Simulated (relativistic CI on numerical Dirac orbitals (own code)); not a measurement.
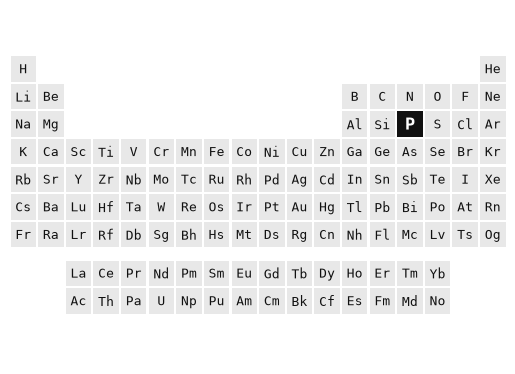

The place of phosphorus in the periodic table.

# Relativistic CI calculation for P

- system: P.
- method: Dirac-Coulomb-Breit CI, KLI orbitals optimised for each configuration, model QED (radiative potential, 1s self-energy scaled to tabulated hydrogen-like ionisation energies), numerical settings as typed (relativistic CI on numerical Dirac orbitals, in-house)

## The input
```
atom P  Z=15  charge=0  electrons=15
nucleus A=31  rms_radius_fm=3.1889
hamiltonian dirac-coulomb  breit=on  qed=on  c_scale=1
orbitals kli  potential=per-configuration
slater_scale 1
correlation none
mixing on
grid step=0.0125 r_max=149
scf mixing=0.4 start=green max_iterations=4 tolerance=2e-08 node_fill=0.05
configurations
  [Ne] 3s2 3p3
  [Ne] 3s2 3p2 3d
  [Ne] 3s 3p4
  [Ne] 3s2 3p2 4s
  [Ne] 3s2 3p 3d2
end
```

Launched within a batch (the task file carries these settings):
```bash
python <driver script> task.json out
```

The program writes its results to a structured record and prints no log; tables and figures of this report are taken from that record.

## Outcome

| quantity | value |
| --- | --- |
| outcome | not converged |
| hardware | 1 CPU thread, shared host |

## What went wrong

The input is odd on purpose: iterations. The run did not meet its convergence test, so its last values are not results. Limits: SCF of 1s2 2s2 2p6 3s2 3p3 did not converge.
